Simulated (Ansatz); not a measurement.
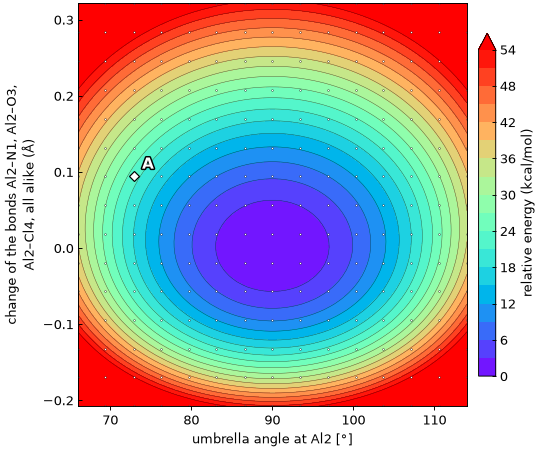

AlClH₂NO, SMILES [NH2][Al]([O-])[Cl], charge −1. The first coordinate is: umbrella angle at Al2 (between each of its bonds and their common axis; 90 is planar); the second: change of the bonds Al2–N1, Al2–O3, Al2–Cl4, all alike. Nothing is relaxed (all other coordinates rigid). The scan uses a 15 × 15 grid; 120 points were computed and 105 follow by symmetry. Points are written as (first, second). Energies: kcal/mol, counted from the relaxed molecule at the same level. Level of theory: RKS PBE0-D4/def2-SVPD in Ansatz.

The picture shows filled contours, dots at the grid points, one colour for all values above the top of the scale, the point A. Between grid points the surface is interpolated.

**Which way does the force act at A, and how strong is it?**

A, at (72.9°, 0.095 Å), is not a stationary point. The computed force is 1.9 kcal/mol for each degree towards larger values of the first coordinate and 107 kcal/mol for each Å towards smaller values of the second coordinate.
